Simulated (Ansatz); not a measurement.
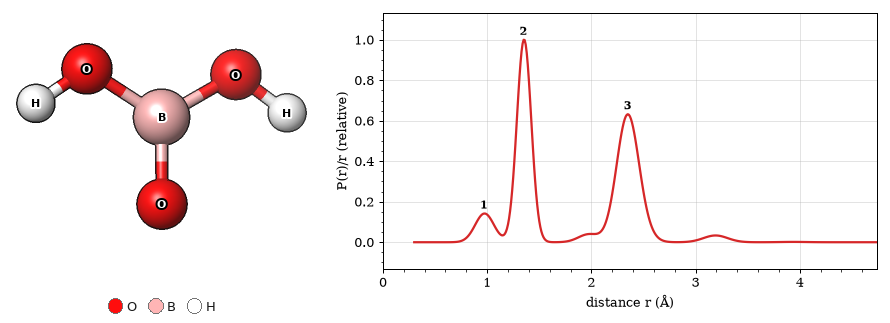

Simulated gas electron diffraction: radial distribution curve of BH₂O₃ (spin multiplicity 2). Each pair of atoms contributes with weight ZᵢZⱼ/r; damping constant 0.001 Å²; vibrational amplitudes assumed, not computed: 0.05 Å for bonds, 0.078 Å for bonds to H, 0.06 + 0.015 r up to 0.15 Å for other pairs. The geometry is the end point of an optimisation (UKS LDA/def2-SVP in Ansatz); it may be a saddle point or a higher isomer.

**Which pairs of atoms lie under the numbered peaks? Mark bonded pairs by – and others by ···.**

Peak 1, 0.97 Å: O–H 0.97–0.98 Å (×2)
Peak 2, 1.35 Å: O–B 1.33–1.36 Å (×3)
Peak 3, 2.35 Å: O···O 2.34–2.35 Å (×3)
